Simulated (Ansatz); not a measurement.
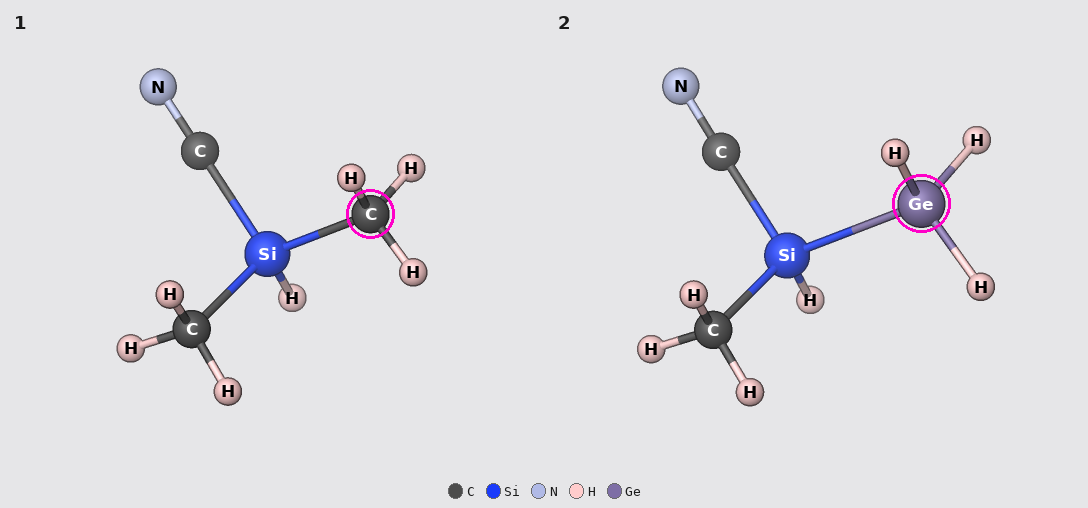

2 molecules with one skeleton, seen from the same side and at one scale; the atom that differs is circled. Charge 0, singlet. Computed geometries: PBE0-D4/def2-TZVP optimisations, one conformation each. Properties computed with Ansatz 0.2.0.

One atom differs, called X below: C in panel 1, Ge in panel 2. Their formulas are C3H7NSi (`C[SiH](C)C#N`), C2H7GeNSi (`C[Si@H]([GeH3])C#N`).

In which is the mean length of X–H larger (PBE0-D4/def2-TZVP)?

Answer. In panel 2 (X = Ge).

In which is the harmonic zero-point energy higher (PBE0-D4/def2-TZVP)?

Answer. In panel 1 (X = C).

Give the values. With PBE0-D4/def2-TZVP: mean length of X–H (Å), length of X–Si (Å), mean angle H–X–H (°), harmonic zero-point energy (kJ/mol). With ωB97M-V/def2-TZVPP: dipole moment (D), HOMO energy (Kohn–Sham orbital) (eV), HOMO–LUMO gap (eV).

```json
{"quantity": "mean length of X–H (Å)", "1 (C)": "1.092", "2 (Ge)": "1.536", "2 − 1": "+0.444"}
{"quantity": "length of X–Si (Å)", "1 (C)": "1.860", "2 (Ge)": "2.380", "2 − 1": "+0.520"}
{"quantity": "mean angle H–X–H (°)", "1 (C)": "108.2", "2 (Ge)": "109.1", "2 − 1": "+0.9"}
{"quantity": "dipole moment (D)", "1 (C)": "4.21", "2 (Ge)": "3.93", "2 − 1": "−0.28"}
{"quantity": "HOMO energy (Kohn–Sham orbital) (eV)", "1 (C)": "−11.49", "2 (Ge)": "−10.47", "2 − 1": "+1.02"}
{"quantity": "HOMO–LUMO gap (eV)", "1 (C)": "13.18", "2 (Ge)": "11.65", "2 − 1": "−1.53"}
{"quantity": "harmonic zero-point energy (kJ/mol)", "1 (C)": "238.7", "2 (Ge)": "204.0", "2 − 1": "−34.7"}
```
